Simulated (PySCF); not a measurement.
Run report: CH₆AlClFN, geometry relaxation

- system: CH₆AlClFN
- method: PBE0-D3(BJ)/def2-SVP geometry optimisation, gas phase (PySCF 2.14.0)

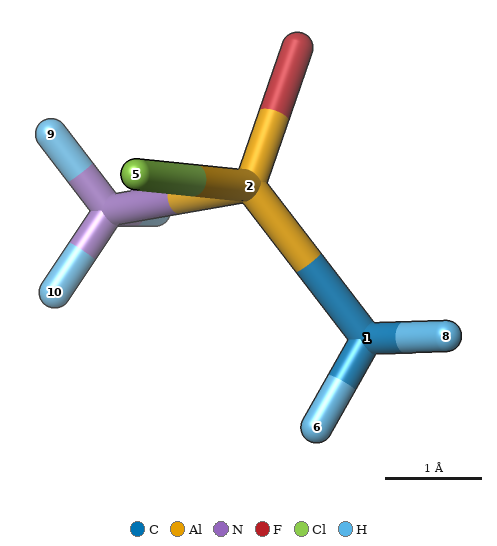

*The starting structure (stick view, seen at a tilt; atoms are numbered from 1 in the order of the input). Sticks mark near contacts.*

The input:
```
{"job": {"xc": "PBE0", "basis": "def2-SVP", "d3": "d3bj", "grid": 1, "shake": 0.01, "kind": "geom"}, "charge": 0, "multiplicity": 1}
C      1.669470    -0.408150     0.087870
Al     0.125800     0.867910    -0.188690
N     -1.577780    -0.383360     0.046890
F     -0.291350     1.198730    -1.764600
Cl    -0.260830     2.327340     1.187910
H      1.658060    -0.832460     1.073630
H      1.664320    -1.199430    -0.641740
H      2.629010     0.124490    -0.027980
H     -2.371550     0.204870    -0.122830
H     -1.682880    -0.813720     0.976150
H     -1.524170    -1.112040    -0.642280
```

The first line tells a small driver script what to run in PySCF; the rest is the geometry in Å.

Hardware: 1 CPU thread, shared host.

Launched with:
```bash
OMP_NUM_THREADS=1 python <driver script> task.json out
```

What the program printed:
```
step   0  E = -898.30260826  max force = 0.046614
step   1  E = -898.30735554  max force = 0.018203
step   2  E = -898.30958316  max force = 0.005983
step   3  E = -898.31013677  max force = 0.003442
step   4  E = -898.31027849  max force = 0.001331
step   5  E = -898.31034554  max force = 0.001279
step   6  E = -898.31037222  max force = 0.001051
step   7  E = -898.31038283  max force = 0.000557
step   8  E = -898.31038898  max force = 0.000279
optimisation converged
```

Trajectory as extended XYZ (Å, eV, eV/Å), 9 frames, from step=0 to step=8:
```
11
Properties=species:S:1:pos:R:3:forces:R:3 step=0 energy=-24444.05904
C     1.6695   -0.4082    0.0879   -0.6057   1.8063  -0.4459
Al    0.1258    0.8679   -0.1887    0.7617  -2.3970  -0.3779
N    -1.5778   -0.3834    0.0469    1.2045   0.2777   1.2014
F    -0.2913    1.1987   -1.7646   -0.1198   0.2834  -0.6375
Cl   -0.2608    2.3273    1.1879   -0.3392   1.1736   1.0560
H     1.6581   -0.8325    1.0736    0.0167  -0.4524   0.9544
H     1.6643   -1.1994   -0.6417   -0.0474  -0.7117  -0.6085
H     2.6290    0.1245   -0.0280   -0.0191  -0.0076   0.0341
H    -2.3716    0.2049   -0.1228   -0.7595   0.3237  -0.2435
H    -1.6829   -0.8137    0.9761    0.0336   0.1783  -0.4003
H    -1.5242   -1.1120   -0.6423   -0.1257  -0.4744  -0.5320
11
Properties=species:S:1:pos:R:3:forces:R:3 step=1 energy=-24444.18822
C     1.7126    0.1491   -0.1252   -0.3094  -0.3741   0.0756
Al   -0.1688    0.6801   -0.2397    0.9360   0.8425  -0.1478
N    -1.3558   -0.8236    0.2656   -0.4080  -0.0984  -0.0633
F    -0.7904    0.9130   -1.7902   -0.1707  -0.0600   0.0844
Cl   -0.7964    2.1604    1.1992   -0.1275  -0.2896  -0.1558
H     1.9002   -0.2831    0.8762    0.1468   0.0472  -0.0858
H     1.9036   -0.6482   -0.8690    0.1283   0.0809   0.0788
H     2.4522    0.9528   -0.2892   -0.2065  -0.0391   0.0147
H    -2.2754   -0.3760    0.1598    0.0405  -0.2931   0.1857
H    -1.2647   -1.1650    1.2260   -0.0675   0.0592  -0.1134
H    -1.3277   -1.6202   -0.3791    0.0380   0.1246   0.1270
11
Properties=species:S:1:pos:R:3:forces:R:3 step=2 energy=-24444.24883
C     1.7126    0.1313   -0.1136   -0.1653  -0.2978  -0.0820
Al   -0.1368    0.7173   -0.2824    0.1338   0.3077   0.1488
N    -1.3479   -0.8096    0.2526   -0.1863   0.0403  -0.0477
F    -0.8652    0.9395   -1.7865    0.0864  -0.0272  -0.0336
Cl   -0.8141    2.1349    1.1836   -0.0235  -0.0719  -0.0757
H     1.8994   -0.2873    0.8916    0.0107   0.0539  -0.0226
H     1.9354   -0.6660   -0.8448    0.0810   0.0340   0.0195
H     2.4441    0.9366   -0.2699   -0.0033   0.0769  -0.0160
H    -2.2849   -0.4022    0.1810    0.0051  -0.0895   0.0614
H    -1.2360   -1.1488    1.2082    0.0284  -0.0097   0.0170
H    -1.3172   -1.6063   -0.3856    0.0331  -0.0165   0.0308
11
Properties=species:S:1:pos:R:3:forces:R:3 step=3 energy=-24444.26390
C     1.7083    0.1174   -0.1180   -0.0300  -0.1770  -0.0128
Al   -0.1262    0.7328   -0.2777   -0.0716   0.0627   0.0488
N    -1.3621   -0.8038    0.2595   -0.0446   0.0955  -0.0403
F    -0.8086    0.9497   -1.8034    0.0328  -0.0011   0.0003
Cl   -0.8344    2.1424    1.1738    0.0146  -0.0223  -0.0394
H     1.9055   -0.2955    0.8857    0.0234   0.0212   0.0224
H     1.9484   -0.6715   -0.8510    0.0076   0.0185  -0.0035
H     2.4295    0.9337   -0.2736    0.0145   0.0565  -0.0060
H    -2.3079   -0.4213    0.1939   -0.0345  -0.0118   0.0139
H    -1.2452   -1.1393    1.2158    0.0556  -0.0047   0.0259
H    -1.3177   -1.6053   -0.3707    0.0322  -0.0373  -0.0094
11
Properties=species:S:1:pos:R:3:forces:R:3 step=4 energy=-24444.26775
C     1.7022    0.0983   -0.1179    0.0097  -0.0389   0.0294
Al   -0.1247    0.7411   -0.2779   -0.0685  -0.0413   0.0040
N    -1.3680   -0.7914    0.2616   -0.0172   0.0425  -0.0193
F    -0.7857    0.9579   -1.8124    0.0136   0.0148  -0.0009
Cl   -0.8358    2.1543    1.1636    0.0217   0.0091  -0.0105
H     1.9063   -0.3083    0.8872    0.0121   0.0079   0.0082
H     1.9451   -0.6876   -0.8521   -0.0125   0.0028  -0.0109
H     2.4206    0.9194   -0.2756   -0.0006   0.0030  -0.0033
H    -2.3207   -0.4248    0.2035   -0.0128  -0.0061   0.0048
H    -1.2361   -1.1228    1.2183    0.0377   0.0110  -0.0008
H    -1.3138   -1.5969   -0.3640    0.0168  -0.0047  -0.0007
11
Properties=species:S:1:pos:R:3:forces:R:3 step=5 energy=-24444.26958
C     1.6935    0.0771   -0.1158    0.0209   0.0427   0.0412
Al   -0.1249    0.7467   -0.2802   -0.0374  -0.0658  -0.0234
N    -1.3718   -0.7770    0.2628   -0.0048   0.0031  -0.0088
F    -0.7701    0.9687   -1.8202    0.0045   0.0165  -0.0011
Cl   -0.8230    2.1722    1.1523    0.0131   0.0181   0.0080
H     1.9019   -0.3235    0.8908    0.0003  -0.0049  -0.0050
H     1.9311   -0.7094   -0.8506   -0.0132  -0.0100  -0.0072
H     2.4140    0.8967   -0.2784   -0.0005  -0.0210  -0.0061
H    -2.3302   -0.4240    0.2140    0.0012  -0.0051   0.0048
H    -1.2209   -1.1031    1.2188    0.0134   0.0141  -0.0042
H    -1.3101   -1.5852   -0.3591    0.0025   0.0122   0.0018
11
Properties=species:S:1:pos:R:3:forces:R:3 step=6 energy=-24444.27030
C     1.6875    0.0628   -0.1136    0.0127   0.0541   0.0219
Al   -0.1253    0.7490   -0.2836   -0.0040  -0.0373  -0.0256
N    -1.3741   -0.7664    0.2634    0.0000  -0.0093  -0.0022
F    -0.7629    0.9777   -1.8256    0.0034   0.0078   0.0009
Cl   -0.8072    2.1862    1.1445    0.0003   0.0110   0.0120
H     1.8960   -0.3347    0.8941   -0.0049  -0.0088  -0.0058
H     1.9167   -0.7274   -0.8472   -0.0068  -0.0132   0.0001
H     2.4140    0.8761   -0.2817    0.0013  -0.0205  -0.0064
H    -2.3353   -0.4203    0.2223    0.0031  -0.0017   0.0055
H    -1.2098   -1.0883    1.2185   -0.0008   0.0084  -0.0019
H    -1.3102   -1.5756   -0.3569   -0.0044   0.0095   0.0015
11
Properties=species:S:1:pos:R:3:forces:R:3 step=7 energy=-24444.27059
C     1.6853    0.0563   -0.1124    0.0036   0.0286   0.0015
Al   -0.1245    0.7497   -0.2865    0.0098  -0.0054  -0.0146
N    -1.3756   -0.7604    0.2637    0.0010  -0.0067  -0.0007
F    -0.7594    0.9826   -1.8289    0.0035   0.0004   0.0015
Cl   -0.7973    2.1929    1.1407   -0.0064   0.0022   0.0075
H     1.8913   -0.3402    0.8962   -0.0043  -0.0050  -0.0012
H     1.9075   -0.7388   -0.8433   -0.0023  -0.0097   0.0042
H     2.4181    0.8625   -0.2848    0.0029  -0.0105  -0.0044
H    -2.3372   -0.4152    0.2271    0.0015   0.0022   0.0043
H    -1.2053   -1.0801    1.2184   -0.0034   0.0019   0.0004
H    -1.3135   -1.5700   -0.3560   -0.0057   0.0020   0.0013
11
Properties=species:S:1:pos:R:3:forces:R:3 step=8 energy=-24444.27076
C     1.6847    0.0514   -0.1116   -0.0021  -0.0001  -0.0108
Al   -0.1226    0.7504   -0.2894    0.0121   0.0143  -0.0011
N    -1.3771   -0.7551    0.2638    0.0023  -0.0027  -0.0007
F    -0.7555    0.9858   -1.8321    0.0028  -0.0033   0.0004
Cl   -0.7910    2.1966    1.1380   -0.0079  -0.0037   0.0011
H     1.8872   -0.3437    0.8981   -0.0019   0.0012   0.0032
H     1.9005   -0.7494   -0.8386   -0.0004  -0.0042   0.0053
H     2.4241    0.8502   -0.2883    0.0031  -0.0016  -0.0019
H    -2.3380   -0.4080    0.2310    0.0001   0.0055   0.0022
H    -1.2038   -1.0736    1.2185   -0.0025  -0.0024   0.0013
H    -1.3191   -1.5655   -0.3552   -0.0057  -0.0030   0.0010
```

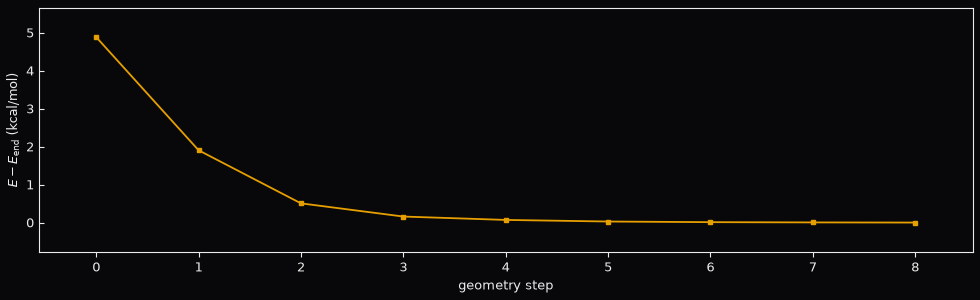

*Progress of the relaxation, step by step (steps are counted from 0).*

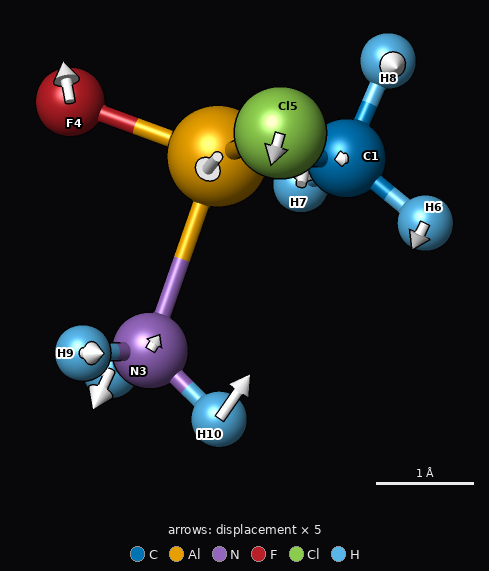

*The starting structure with the displacements as white arrows, magnified 5 times (ball-and-stick view, seen at a tilt). The two geometries are laid on each other by the best rigid fit.*

The largest moves after the best rigid fit, 0.12 Å, are those of Al2 and H10. Largest moves by element: H 0.12 Å, Al 0.12 Å, F 0.10 Å, Cl 0.07 Å, N 0.04 Å, C 0.03 Å. Among the contacts that change: Al2–Cl5 2.043 → 2.139 Å, Al2–N3 2.127 → 2.036 Å, C1–Al2 2.022 → 1.946 Å, C1–H6 1.073 → 1.103 Å. Among the angles that change: N3–Al2–F4 91.2° → 96.9°, Al2–N3–H11 107.9° → 112.8°, N3–Al2–Cl5 101.2° → 97.2°. The energy falls by 4.88 kcal/mol in 8 geometry steps. Largest force component: 2.4 eV/Å at the start, 0.014 eV/Å at the end. (Atoms are counted from 1 in the order of the input.)

Summary:

```csv
quantity,value
outcome,converged
total energy,−898.310389 hartree
dipole moment,6.16 D
point group,C1
wall time,58 s
peak memory,0.46 GiB
```
